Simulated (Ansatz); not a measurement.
Band structure of a sheet of Ta₂N (3 atoms in the cell).

```yaml
crystal:
  lattice:
    - [2.90553, 0.00000, 0.00000]
    - [-1.45277, 2.51626, 0.00000]
    - [0.00000, 0.00000, 16.35107]
  atoms:
    - { symbol: N, position: [0.00000, 0.00000, 0.50000] }
    - { symbol: Ta, position: [0.33333, 0.66667, 0.57189] }
    - { symbol: Ta, position: [0.66667, 0.33333, 0.42811] }
```

Method of the run: PBE (plane waves, PAW; Ansatz, a quantum-chemistry and plane-wave program).

Settings: kpoints.mp_grid.grid = 7 7 1; hamiltonian.xc = pbe; hamiltonian.pseudopotentials = {kind: paw} (the program's default PAW files); scf.occupations.method = gaussian; scf.occupations.width = 0.05 eV; kpoints.band_path.path = [[0.0, 0.0, 0.0], [0.5, 0.0, 0.0], [0.33333333, 0.33333333, 0.0], [0.0, 0.0, 0.0]]; kpoints.band_path.npoints = 8.

The starting cell was generated: these elements placed on a structure prototype, without a prior relaxation; it need not be a known phase or ordering of this composition. Its lattice was rescaled in the plane by a random factor within 2.5 % of one. Spin-orbit coupling is off. Spin polarisation is off; with an odd number of electrons in the cell that forces a metal, and a magnetic state may lie lower.

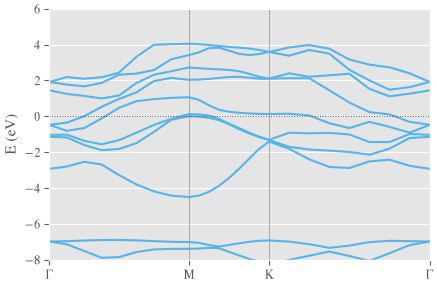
Bands along the path, energies from the Fermi level.

Levels in eV from the Fermi level, bands 12 to 19:
```json
[
 {"point": "Γ", "12": "-6.99", "13": "-2.94", "14": "-1.15", "15": "-1.04", "16": "-0.48", "17": "-0.48", "18": "1.45", "19": "1.91"},
 {"point": "M", "12": "-7.02", "13": "-4.51", "14": "0.00", "15": "0.11", "16": "1.06", "17": "2.04", "18": "2.72", "19": "3.41"},
 {"point": "K", "12": "-6.93", "13": "-1.41", "14": "-1.32", "15": "-1.32", "16": "0.12", "17": "2.10", "18": "2.10", "19": "3.59"}
]
```

Bands cross the Fermi level along this path, so the cell is metallic at this level.

Keys are those of Ansatz 0.2.
